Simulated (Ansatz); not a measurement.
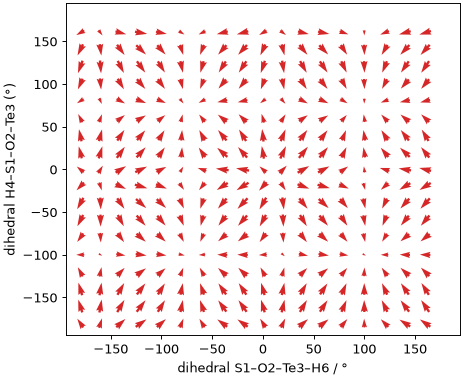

H3OSTe, SMILES S[OH+][TeH], charge +1. 
- Coordinates scanned: (1) dihedral S1–O2–Te3–H6; (2) dihedral H4–S1–O2–Te3.
- Nothing is relaxed (all other coordinates rigid).
- The grid has 18 × 18 points.
- Points are written as (first, second).
- Level of theory: RKS PBE-D4/def2-SVP (Ansatz 0.2.0).

In the figure: arrows along the force (downhill), their lengths compressed.

The arrows alone are given. Where are the wells?

Answer. The arrows converge at about (−70°, −100°); about (105°, −100°) (0.24 kJ/mol up); about (100°, 75°) (3.3 kJ/mol up); about (−75°, 75°) (3.8 kJ/mol up) (read from the interpolated surface).

The energy map of the same scan:

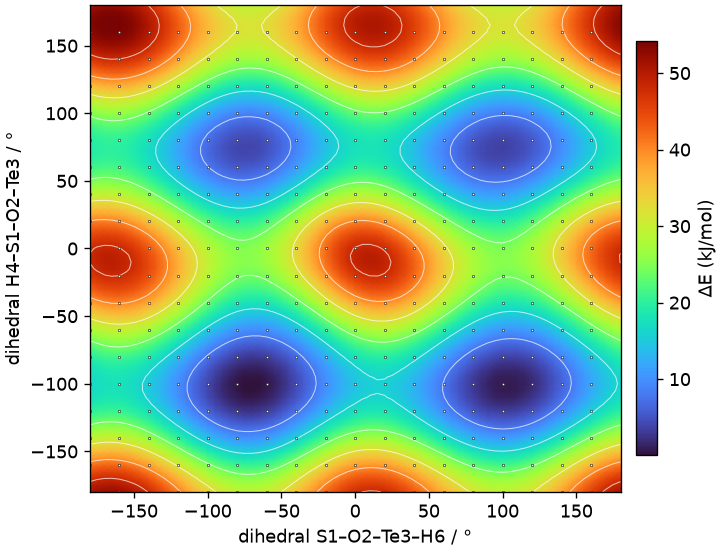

Energies are in kJ/mol, from the relaxed molecule at the same level; between grid points the surface is interpolated.
